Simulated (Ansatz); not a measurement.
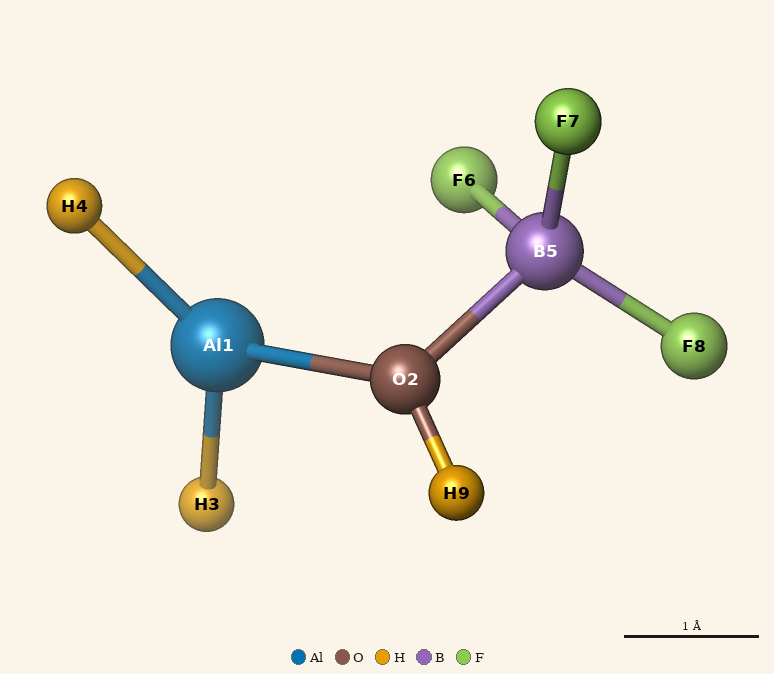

The picture comes from a calculation with Ansatz.

Orthographic view. Depth is shown by fading: the farther an atom, the more it takes the colour of the background. Geometry: start.

Write a Z-matrix (Å, degrees) in the order of the atom numbers, with these reference atoms: 2 to 1; 3 to 1, 2; 4 to 1, 3, 2; 5 to 2, 1, 4; 6 to 5, 2, 1; 7 to 5, 6, 2; 8 to 5, 7, 6; 9 to 2, 5, 7.

```
Al 
O    1   1.889
H    1   1.570   2   111.1
H    1   1.569   3   131.4   2  -157.4
B    2   1.489   1   103.9   4   -92.6
F    5   1.417   2   101.0   1    -3.2
F    5   1.355   6   110.3   2  -116.9
F    5   1.363   7   114.9   6   126.8
H    2   0.965   5   111.3   7  -109.0
```
